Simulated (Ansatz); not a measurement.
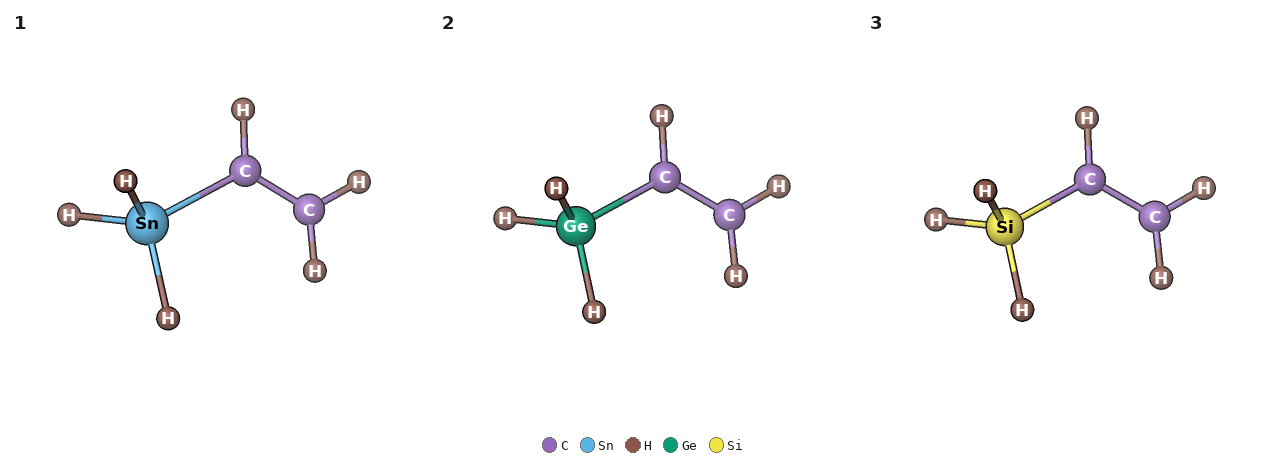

3 molecules with one skeleton, seen from the same side and at one scale. Charge 0, singlet. Computed geometries: PBE0-D4/def2-TZVP optimisations, one conformation each. Properties computed with Ansatz 0.2.0. Elements past Kr carry core potentials.

One atom differs, called X below: Sn in panel 1, Ge in panel 2, Si in panel 3. Their formulas are C2H6Sn (`C=[CH][SnH3]`), C2H6Ge (`C=[CH][GeH3]`), C2H6Si (`C=C[SiH3]`).

> Rank them by the mean length of X–H, lowest first (PBE0-D4/def2-TZVP).

3 (Si), 2 (Ge), 1 (Sn).

> Rank them by the length of X–C, lowest first (PBE0-D4/def2-TZVP).

3 (Si), 2 (Ge), 1 (Sn).

Give the values. With PBE0-D4/def2-TZVP: length of X–C (Å), mean length of X–H (Å), mean angle C–X–H (°). With B3LYP-D4/def2-TZVPP: dipole moment (D), HOMO energy (Kohn–Sham orbital) (eV), HOMO–LUMO gap (eV).

```json
{"quantity": "length of X–C (Å)", "1 (Sn)": "2.124", "2 (Ge)": "1.938", "3 (Si)": "1.859"}
{"quantity": "mean length of X–H (Å)", "1 (Sn)": "1.708", "2 (Ge)": "1.539", "3 (Si)": "1.488"}
{"quantity": "mean angle C–X–H (°)", "1 (Sn)": "109.6", "2 (Ge)": "109.9", "3 (Si)": "110.2"}
{"quantity": "dipole moment (D)", "1 (Sn)": "0.63", "2 (Ge)": "0.60", "3 (Si)": "0.74"}
{"quantity": "HOMO energy (Kohn–Sham orbital) (eV)", "1 (Sn)": "−7.70", "2 (Ge)": "−7.71", "3 (Si)": "−7.78"}
{"quantity": "HOMO–LUMO gap (eV)", "1 (Sn)": "7.15", "2 (Ge)": "7.18", "3 (Si)": "7.08"}
```
